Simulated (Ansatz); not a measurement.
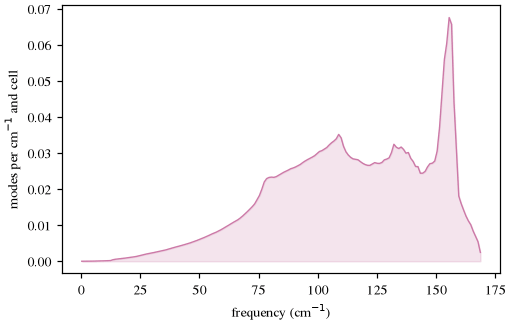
Figure: Phonon density of states of Ca (fcc (Cu type), Fm-3m), 1 atoms a cell, r²SCAN in the plane-wave PAW code Ansatz

Problem. Estimate the mean frequency and the zero-point energy.

Solution. The mean is about 110 cm⁻¹, and (3/2)ħ⟨ω⟩ gives 21.3 meV/atom.

Problem. What share of the Dulong–Petit heat capacity is reached at 100 K and at 300 K?

Solution. 79 % and 97 %.

The r²SCAN relaxation kept the symmetry of its start; phonons on a q-mesh show no instability. As this level gives no gap, phonon frequencies hold no LO–TO term and depend on the k-mesh and smearing (Fermi–Dirac, 0.1 eV here).

Potentials: the later of the program's two PAW sets.
